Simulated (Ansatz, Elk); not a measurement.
# How far do independent atoms describe Co2AgS2?

Structure refinements treat a crystal as free atoms side by side. For a made-up structure of Co2AgS2 (cell and positions from a PBEsol relaxation) the runs below show what the calculated density changes in F(hkl).

Main program and level: Elk 11.2.3 (patched build); DFT, PBE, all-electron APW+lo, Dirac cores, scalar-relativistic bands, static density, no spin.

The structure was built from a prototype and need not be the compound's stable phase.

## (1) Set-up

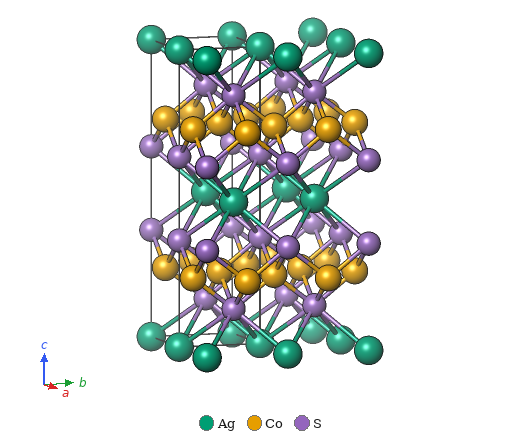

Start, viewed slightly off an axis; silver teal, cobalt orange, sulfur purple. 2×2×1 cells are drawn. This picture shows the conventional cell, with its axes. Some periodic images of atoms are drawn too.

## (2) Ground state and structure factors

An all-electron density is needed, since X-rays see the cores too. Task 0 finds the density and task 195 Fourier-transforms it; tshift is off so that phases refer to the origin typed.

Contents of elk.in:

```
tasks
  0
  195

xctype
  20

spinpol
  .false.

rgkmax
  7.0

gmaxvr
  14.0

lmaxo
  7

lmaxapw
  8

swidth
  0.002

tshift
  .false.

ramdisk
  .false.

hmaxvr
  5.5

maxscl
  120

epspot
  1e-06

sppath
  './'

avec
  -3.27560095127 3.27560095127 11.48098820323
  3.27560095127 -3.27560095127 11.48098820323
  3.27560095127 3.27560095127 -11.48098820323

atoms
  3
  'Ag.in'
  1
  -0.0000000000 -0.0000000000 0.0000000000   0.000000 0.000000 0.000000
  'Co.in'
  2
  0.2500000000 0.7500000000 0.5000000000   0.000000 0.000000 0.000000
  0.7500000000 0.2500000000 0.5000000000   0.000000 0.000000 0.000000
  'S.in'
  2
  0.6406418998 0.6406418998 -0.0000000000   0.000000 0.000000 0.000000
  0.3593581002 0.3593581002 -0.0000000000   0.000000 0.000000 0.000000

ngridk
  9 9 9
```

Started as:

```sh
> OMP_NUM_THREADS=4 elk
```

Numbers of over 12 decimals in the logs are rounded to 6 here.

Log:

```text
┌─────────────────────────┐
│ Elk code version 11.2.3 │
└─────────────────────────┘

All units are atomic (Hartree, Bohr, etc.)

┌─────────────────────────────────────────────────┐
│ Ground-state run starting from atomic densities │
└─────────────────────────────────────────────────┘

Lattice vectors :
  -3.275600951       3.275600951       11.48098820
   3.275600951      -3.275600951       11.48098820
   3.275600951       3.275600951      -11.48098820

Reciprocal lattice vectors :
  0.3413703924E-16  0.9590889429      0.2736343421
  0.9590889429      0.3413703924E-16  0.2736343421
  0.9590889429      0.9590889429     -0.4891090269E-18

Unit cell volume      :    492.7438803
Brillouin zone volume :   0.5034059750

Muffin-tin inner radius fraction :   0.1000000000E-01

Nuclei treated as point charges

Species : 1 (Ag)
 parameters loaded from : Ag.in
 name : silver
 nuclear charge    :   -47.00000000
 electronic charge :    47.00000000
 atomic mass :    196631.6998
 muffin-tin radius :    2.600000000
 number of radial points in muffin-tin :   1193
 inner part over the whole radius :   0.9869554211E-02
 number on inner part of muffin-tin    :    849
 approximate nuclear radius :   0.8648227117E-04
 number of mesh points to nuclear radius :    425
 atomic positions (lattice), magnetic fields (Cartesian) :
  1 :   0.00000000  0.00000000  0.00000000    0.00000000  0.00000000  0.00000000

Species : 2 (Co)
 parameters loaded from : Co.in
 name : cobalt
 nuclear charge    :   -27.00000000
 electronic charge :    27.00000000
 atomic mass :    107428.6517
 muffin-tin radius :    2.127316638
 number of radial points in muffin-tin :    993
 inner part over the whole radius :   0.9883859561E-02
 number on inner part of muffin-tin    :    698
 approximate nuclear radius :   0.7243775530E-04
 number of mesh points to nuclear radius :    336
 atomic positions (lattice), magnetic fields (Cartesian) :
  1 :   0.25000000 -0.25000000  0.50000000    0.00000000  0.00000000  0.00000000
  2 :  -0.25000000  0.25000000  0.50000000    0.00000000  0.00000000  0.00000000

Species : 3 (S)
 parameters loaded from : S.in
 name : sulphur
 nuclear charge    :   -16.00000000
 electronic charge :    16.00000000
 atomic mass :    58450.91931
 muffin-tin radius :    1.950040252
 number of radial points in muffin-tin :    793
 inner part over the whole radius :   0.9871494678E-02
 number on inner part of muffin-tin    :    552
 approximate nuclear radius :   0.6195814986E-04
 number of mesh points to nuclear radius :    253
 atomic positions (lattice), magnetic fields (Cartesian) :
  1 :  -0.35935810 -0.35935810  0.00000000    0.00000000  0.00000000  0.00000000
  2 :   0.35935810  0.35935810  0.00000000    0.00000000  0.00000000  0.00000000

Total number of atoms per unit cell :    5
Total muffin-tin volume :    216.3967116
 ratio of muffin-tin to unit cell volume :   0.4391667158

Spin treatment :
 spin-unpolarised

Number of Bravais lattice symmetries :   16
Number of crystal symmetries         :   16
Crystal has inversion symmetry
Real symmetric eigensolver will be used

k-point grid :      9     9     9
k-point offset :    0.000000000       0.000000000       0.000000000
k-point set is reduced with full crystal symmetry group
Total number of k-points :       75

Muffin-tin radius times maximum |G+k| :    7.000000000
 using average radius
Maximum |G+k| for APW functions       :    3.254386933
Maximum (1/2)|G+k|²                   :    5.295517156
Maximum |G| for potential and density :    14.00000000
Constant for pseudocharge density :    9
 order of it for each species :   16  16  16
 order of it for pair densities of each species (exact exchange by exxq0 0: 17) :   14   9   7
Radial integration step length :    1

G-vector grid sizes :     56    56    56
Number of G-vectors :    22895

Maximum angular momentum used for
 APW functions            :    8
 outer part of muffin-tin :    7
 inner part of muffin-tin :    2

Total nuclear charge    :   -133.0000000
[...]
Density of states at Fermi energy :    235.4117880
 (states/Hartree/unit cell)

Estimated indirect band gap :   0.1665194948E-03
 from k-point 47 to k-point 16
Estimated direct band gap   :   0.2319971058E-02
 at k-point 64

Charges :
 core                        :    72.00000000
 valence                     :    61.00000000
 interstitial                :    7.772691088
 muffin-tins (core leakage)
  species : 1 (Ag)
   atom 1                    :    44.35141743     ( -0.3322565725E-06)
  species : 2 (Co)
[...]
species : 3 (S)
[...]
total in muffin-tins        :    125.2273089
 total calculated charge     :    132.9948391
 total charge                :    133.0000000
 error                       :   0.5160878048E-02

RMS change in Kohn-Sham potential (target) :   0.7450928538     (  0.1000000000E-05)
Absolute change in total energy (target)   :    3.228126195     (  0.1000000000E-03)

[... loops 3 to 18 left out ...]

┌──────────────────┐
│ Loop number : 19 │
└──────────────────┘

Energies :
 Fermi                       :     0.300139
 sum of occupied eigenvalues :     -5232.3952817961
 electron kinetic            :      9193.6618315423
 core electron kinetic       :      8700.3699342600
 Coulomb                     :     -17775.962398182
 Coulomb potential           :     -14009.451524041
 nuclear-nuclear             :     -1180.7618087744
 electron-nuclear            :     -19213.529438935
 Hartree                     :      2618.3288495278
 Madelung                    :     -10771.236636161
 xc potential                :     -416.60558929710
 exchange                    :     -313.96399138300
 correlation                 :     -6.377656
 electron entropic           :    -0.12995354347461E-02
 total energy                :     -8902.6435139690

Density of states at Fermi energy :    96.22187008
 (states/Hartree/unit cell)

Estimated indirect band gap :   0.9042485504E-03
 from k-point 10 to k-point 47
Estimated direct band gap   :   0.3626013358E-02
 at k-point 27

Charges :
 core                        :    72.00000000
 valence                     :    61.00000000
 interstitial                :    8.046524237
 muffin-tins (core leakage)
  species : 1 (Ag)
[...]
species : 2 (Co)
[...]
species : 3 (S)
[...]
total in muffin-tins        :    124.9534758
 total calculated charge     :    132.9947797
 total charge                :    133.0000000
 error                       :   0.5220298271E-02

RMS change in Kohn-Sham potential (target) :   0.5090814615E-06 (  0.1000000000E-05)
Absolute change in total energy (target)   :   0.7769858348E-04 (  0.1000000000E-03)

Convergence targets achieved

┌──────────────────┐
│ Loop number : 20 │
└──────────────────┘

Energies :
 Fermi                       :     0.300139
 sum of occupied eigenvalues :     -5232.3952717875
 electron kinetic            :      9193.6618315524
 core electron kinetic       :      8700.3699320400
 Coulomb                     :     -17775.962387872
 Coulomb potential           :     -14009.451522168
 nuclear-nuclear             :     -1180.7618087744
 electron-nuclear            :     -19213.529420794
 Hartree                     :      2618.3288416961
 Madelung                    :     -10771.236626788
 xc potential                :     -416.60558117203
 exchange                    :     -313.96399106005
 correlation                 :     -6.377656
 electron entropic           :    -0.12995358965159E-02
 total energy                :     -8902.6435033455

Density of states at Fermi energy :    96.22190266
 (states/Hartree/unit cell)

Estimated indirect band gap :   0.9042505751E-03
 from k-point 10 to k-point 47
Estimated direct band gap   :   0.3626016775E-02
 at k-point 27

Charges :
 core                        :    72.00000000
 valence                     :    61.00000000
 interstitial                :    8.046524642
 muffin-tins (core leakage)
  species : 1 (Ag)
[...]
species : 2 (Co)
[...]
atom 2                    :    25.80679637     (  0.1969016313E-02)
  species : 3 (S)
   atom 1                    :    13.78163335     (  0.3688858749E-03)
   atom 2                    :    13.78163335     (  0.3688858749E-03)
 total in muffin-tins        :    124.9534754
 total calculated charge     :    132.9947797
 total charge                :    133.0000000
 error                       :   0.5220298287E-02

┌──────────────────────────────┐
│ Self-consistent loop stopped │
└──────────────────────────────┘

Warning : the lowest level lies among the core levels :   -3.064182874      -3.202311464

Warning : core states of species 2 leak from the muffin-tin :   0.1969016313E-02

Warning : core states of species 3 leak from the muffin-tin :   0.3688858749E-03

Wrote STATE.OUT
```

Wall time 81 s (4 threads of Arm Neoverse V1, shared host); peak memory 0.21 GiB.

SFACRHO.OUT:

```text

h k l indices transformed by vhmat matrix:
   1.000000000       0.000000000       0.000000000    
   0.000000000       1.000000000       0.000000000    
   0.000000000       0.000000000       1.000000000    

      h      k      l  multipl.   |H|            Re(F)            Im(F)           |F|

      0      0      0      1   0.0000000       133.00000     -0.28524102E-16   133.00000    
      1      1     -1      2  0.54726868      -12.133152      0.17095488E-13   12.133152    
      1      0      0      8  0.99736019       24.948468      0.51286463E-14   24.948468    
      2      2     -2      2   1.0945374       62.728190     -0.89751310E-14   62.728190    
      2      1     -2      8   1.2624315       58.844092     -0.94025181E-14   58.844092    
     -1      1      0      4   1.3563566       17.942423     -0.60958112E-15   17.942423    
     -2      0      1      8   1.4626025       73.463118      0.17095488E-14   73.463118    
     -3     -3      3      2   1.6418061       7.6894511     -0.43593493E-13   7.6894511    
      2      3     -2      8   1.6708517       40.668260     -0.85477438E-14   40.668260    
      1      3     -2      8   1.7429043      -21.163798      0.14531164E-13   21.163798    
     -1      1      1      4   1.9181779       87.369925     -0.51983515E-14   87.369925    
      2      0     -2      8   1.9947204      -6.2949978      0.17095488E-14   6.2949978    
      3      3     -2      8   2.1296080       74.916891     -0.31626652E-13   74.916891    
      4      3     -4      8   2.1421399       14.049582      0.30878724E-13   14.049582    
      1     -2      1     16   2.1619745       20.139920     -0.34190975E-14   20.139920    
      4      4     -4      2   2.1890747       76.241950     -0.64962853E-13   76.241950    
     -3     -1      3      8   2.2084878       48.123687     -0.11966841E-13   48.123687    
     -2     -1      3     16   2.2963318       44.889349      0.85477438E-14   44.889349
```

Elk indexes on the primitive cell of elk.in and gives |H| = 4π sin θ/λ in inverse bohr. Below, one row stands for each form hkl of the conventional cell (m members, Friedel mates merged), F is for one primitive cell and the density is static (no thermal factor). Free-atom factors are Waasmaier and Kirfel's, and R is Σm||F|−|F'||/Σm|F|.

```tsv
hkl	m	sin θ/λ (Å⁻¹)	abs F, DFT	neutral atoms	diff.
002	2	0.082	12.133	11.644	+0.489
101	8	0.150	24.948	25.197	-0.248
004	2	0.165	62.728	62.603	+0.125
103	8	0.190	58.844	58.856	-0.012
110	4	0.204	17.942	18.010	-0.068
112	8	0.220	73.463	73.617	-0.154
006	2	0.247	7.689	7.529	+0.161
105	8	0.251	40.668	40.855	-0.187
114	8	0.262	21.164	21.328	-0.164
200	4	0.288	87.370	87.650	-0.280
202	8	0.300	6.295	6.534	-0.239
116	8	0.320	74.917	75.218	-0.301
107	8	0.322	14.050	13.913	+0.136
211	16	0.325	20.140	20.110	+0.030
008	2	0.329	76.242	76.671	-0.429
204	8	0.332	48.124	48.281	-0.158
213	16	0.345	44.889	45.006	-0.117
206	8	0.380	7.043	7.002	+0.041
215	16	0.383	33.255	33.096	+0.158
118	8	0.387	9.560	9.424	+0.136
109	8	0.397	29.396	29.376	+0.021
220	4	0.408	71.798	71.898	-0.100
```

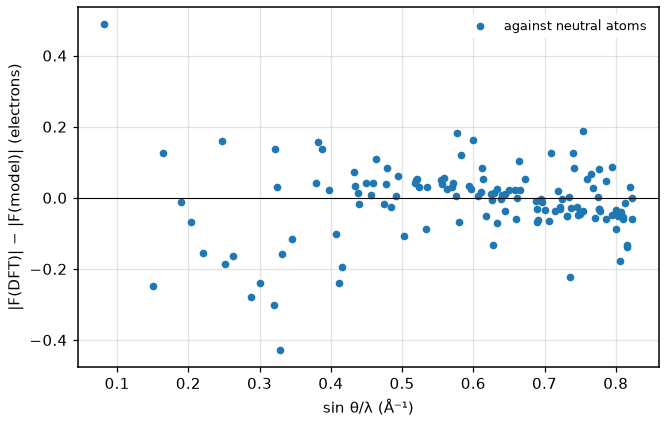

Difference between the calculated structure factors and the independent-atom ones.

## (3) The highest occupied states alone

An energy window below the Fermi level keeps the highest occupied states, to see at which angles they scatter; shallow core shells can lie inside it and anion s states outside. No new self-consistency is needed.

Edit elk.in of step 2 so:

```diff
@@ -1,3 +1,2 @@
 tasks
-  0
   195
@@ -40,2 +39,5 @@
 
+wsfac
+  -0.251100 0.600140
+
 sppath
```

Started as:

```sh
> OMP_NUM_THREADS=4 elk
```

Log:

```text
┌─────────────────────────────────┐
│ Elk code version 11.2.3 started │
└─────────────────────────────────┘

Info(readinput): the functional depends on the density's gradient
 muffin-tin radial points multiplied by    2.00000
 (not where nrmtscf is given)

┌────────────────────┐
│ Current task : 195 │
└────────────────────┘
Info(checkmt): changed muffin-tin radius of species 2 (Co) from   2.4000 to   2.1273
Info(checkmt): changed muffin-tin radius of species 3 (S) from   2.2000 to   1.9500

Info(sfacrho): density structure factors written to SFACRHO.OUT

 Energy window :  -0.2511000000      0.6001400000

┌──────────────────┐
│ Elk code stopped │
└──────────────────┘
```

It took 12 s on 4 threads; peak memory 0.16 GiB; 18 s of CPU time.

States within 15 eV below the Fermi level hold 40.18 electrons; any levels below the window count with the cores, and a count that is not whole means the window cuts a band. Their amplitudes can exceed the total, where window and core parts have opposite phase:

```tsv
hkl	sin θ/λ (Å⁻¹)	abs F, window	abs F, all
002	0.082	8.089	12.133
101	0.150	3.234	24.948
004	0.165	13.338	62.728
103	0.190	8.628	58.844
110	0.204	1.617	17.942
112	0.220	12.980	73.463
006	0.247	3.365	7.689
105	0.251	3.939	40.668
114	0.262	5.228	21.164
200	0.288	9.882	87.370
```

## (4) Another functional

The difference from free atoms is small, so it is set against the change that LDA (Perdew-Wang) makes.

Edit elk.in of step 3 so:

```diff
@@ -1,2 +1,3 @@
 tasks
+  0
   195
@@ -4,3 +5,3 @@
 xctype
-  20
+  3
 
@@ -39,5 +40,2 @@
 
-wsfac
-  -0.251100 0.600140
-
 sppath
```

Started as:

```sh
> OMP_NUM_THREADS=4 elk
```

Log:

```text
┌─────────────────────────┐
│ Elk code version 11.2.3 │
└─────────────────────────┘

All units are atomic (Hartree, Bohr, etc.)

┌─────────────────────────────────────────────────┐
│ Ground-state run starting from atomic densities │
└─────────────────────────────────────────────────┘

Lattice vectors :
  -3.275600951       3.275600951       11.48098820
   3.275600951      -3.275600951       11.48098820
   3.275600951       3.275600951      -11.48098820

Reciprocal lattice vectors :
  0.3413703924E-16  0.9590889429      0.2736343421
[...]
atom 2                    :    13.76360505     (  0.3678875152E-03)
 total in muffin-tins        :    124.9609995
 total calculated charge     :    132.9945888
 total charge                :    133.0000000
 error                       :   0.5411184225E-02

┌──────────────────────────────┐
│ Self-consistent loop stopped │
└──────────────────────────────┘

Warning : the lowest level lies among the core levels :   -3.068200401      -3.185764717

Warning : core states of species 2 leak from the muffin-tin :   0.2061263788E-02

Warning : core states of species 3 leak from the muffin-tin :   0.3678875152E-03

Wrote STATE.OUT
[key lines of the parts left out:]
total energy                :     -8890.7599677259
```

It took 51 s on 4 threads; peak memory 0.16 GiB; 3 min of CPU time.

Against the first run R = 0.07 %; the largest change is -0.048 at 204.

## (5) A coarser k-mesh

About half the k-points along each axis test the sampling.

Edit elk.in of step 4 so:

```diff
@@ -5,3 +5,3 @@
 xctype
-  3
+  20
 
@@ -63,2 +63,2 @@
 ngridk
-  9 9 9
+  4 4 4
```

Started as:

```sh
> OMP_NUM_THREADS=4 elk
```

Log:

```text
┌─────────────────────────┐
│ Elk code version 11.2.3 │
└─────────────────────────┘

All units are atomic (Hartree, Bohr, etc.)

┌─────────────────────────────────────────────────┐
│ Ground-state run starting from atomic densities │
└─────────────────────────────────────────────────┘

Lattice vectors :
  -3.275600951       3.275600951       11.48098820
   3.275600951      -3.275600951       11.48098820
   3.275600951       3.275600951      -11.48098820

Reciprocal lattice vectors :
  0.3413703924E-16  0.9590889429      0.2736343421
[...]
atom 2                    :    13.77919750     (  0.3686924135E-03)
 total in muffin-tins        :    124.9544614
 total calculated charge     :    132.9948841
 total charge                :    133.0000000
 error                       :   0.5115936580E-02

┌──────────────────────────────┐
│ Self-consistent loop stopped │
└──────────────────────────────┘

Warning : the lowest level lies among the core levels :   -3.063290238      -3.201958034

Warning : core states of species 2 leak from the muffin-tin :   0.1970628695E-02

Warning : core states of species 3 leak from the muffin-tin :   0.3686924135E-03

Wrote STATE.OUT
[key lines of the parts left out:]
total energy                :     -8902.6448511449
```

It took 31 s on 4 threads; peak memory 0.21 GiB.

Against the first run R = 0.01 %; the largest change is +0.020 at 0 0 14.

## (6) Settings against the effect

```tsv
run	R against the first run (%)	R against neutral atoms, low angle (%)	wall time
PBE, rgkmax 7	0.00	0.39	81 s
LDA (Perdew-Wang)	0.07	0.42	51 s
k-mesh 4×4×4	0.01	0.39	31 s
```

## (7) Outcome

```
R against neutral atoms, sin θ/λ < 0.3 Å⁻¹ : 0.39 %
R against neutral atoms, 0.3 to 0.82 Å⁻¹   : 0.25 %
```

**Reading.** Independent neutral atoms miss the calculated amplitudes by R = 0.39 % below 0.3 Å⁻¹ and 0.25 % from there to 0.82 Å⁻¹; by shells, 4.03 % below 0.15 Å⁻¹ (1 form), 0.35 % 0.15 to 0.3 (9 forms), 0.37 % 0.3 to 0.45 (19 forms), 0.23 % above 0.45 (104 forms). Bonding, aspherical density and the tables' own atoms all enter these figures, and the runs don't part them. The largest change of an amplitude is +0.49 electrons, at 002. The window's part falls from 40.2 electrons at the origin to at most 3.50 between 0.45 and 0.82 Å⁻¹, where compact states inside the window still scatter. Below 0.3 Å⁻¹ the changes that finished (LDA (Perdew-Wang) and k-mesh 4×4×4) move F by R = 0.06 % at most, against the 0.39 % that separates it from free atoms. The basis has no finished test. These runs have no spin, though d or f shells may be open. The electron count is odd, so without spin the run is a metal by force. Part of the difference isn't bonding: the tables are fits to free atoms and ions calculated by other methods than this functional. Thermal motion, anomalous dispersion and extinction are left out.

[Logs are printed without paths, hosts, clocks, repeated set-up lines and the standing remarks that a program may print on its own settings, such as how far it seeks lower states.]

[Hosts, paths, dates, database ids (printed as entryN), source tags and the programs' standing remarks are cut or masked in the printed files.]
